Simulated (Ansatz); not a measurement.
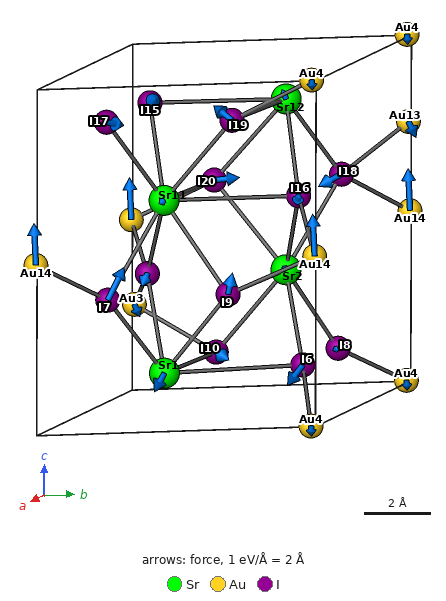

Starting geometry of solid SrAuI$_{3}$ (built on the KVCl3-194 type type) with the computed forces as blue arrows. Style: ball-and-stick. Shown: the cell of the calculation, slightly off an axis.

Case: shaken.

These are results of DFT, PBEsol, plane waves, PAW (Ansatz 0.2.0), not measurements. Set-up: plane-wave cutoff 420 eV; k-point mesh 3 × 3 × 2; occupations fermi dirac; smearing width 0.05 eV; no spin polarisation; cell and atoms relaxed; force threshold 0.01 eV/Å; at most 120 steps.

Is this structure relaxed? If not, where do the atoms go?

It isn't relaxed: the largest force vector, on an Au atom, is 0.66 eV/Å. The final displacements have little in common with the starting forces (cosine between the two patterns 0.27). The atom that moves furthest relative to the cell is an Au atom (1.79 Å along [−1 3 0]). By element the largest moves are Au 1.79 Å, I 1.24 Å, Sr 0.73 Å. Cell: a 8.596 → 8.862 Å (+3.1 %), b 8.652 → 11.114 Å (+28.5 %), c 10.692 → 9.166 Å (−14.3 %), α 89.9° → 88.9°, β 90.3° → 89.1°, γ 120.8° → 126.3°. Volume +6.5 %. Among the contacts that change: Au–I 3.002 → 6.139 Å, I–Sr 4.291 → 6.417 Å, I–Sr 4.308 → 6.247 Å, I–Sr 4.281 → 6.202 Å. Bonds break: Au–I (2.93 → 4.71 Å), Au–I (2.95 → 4.03 Å), Au–I (3.00 → 6.14 Å), Au–I (3.03 → 4.02 Å). Among the angles between lasting bonds that change: I–Au–I 98.8° → 141.2°, I–Au–I 102.9° → 145.0°, Sr–I–Au 158.4° → 118.3°. The space group stays P1 (No. 1). The energy falls by 3.876 eV per cell of the calculation in 35 accepted moves (39 points after the start). The largest force component goes from 0.65 to 0.0046 eV/Å. The pressure goes from 0.16 to 0.00 GPa. The line search rejected the trial steps at points 21, 24 of the run. The SCF was repeated twice at an unchanged geometry on a basis and grid sized afresh for the cell, which shifted the energy by 75.1 meV per cell of the calculation at most. Cost: 63 s on 1 × NVIDIA H100 80GB HBM3 with 2 threads of AMD EPYC 7R13 Processor (Zen 3), with other jobs on the host, peak memory 1.6 GiB.
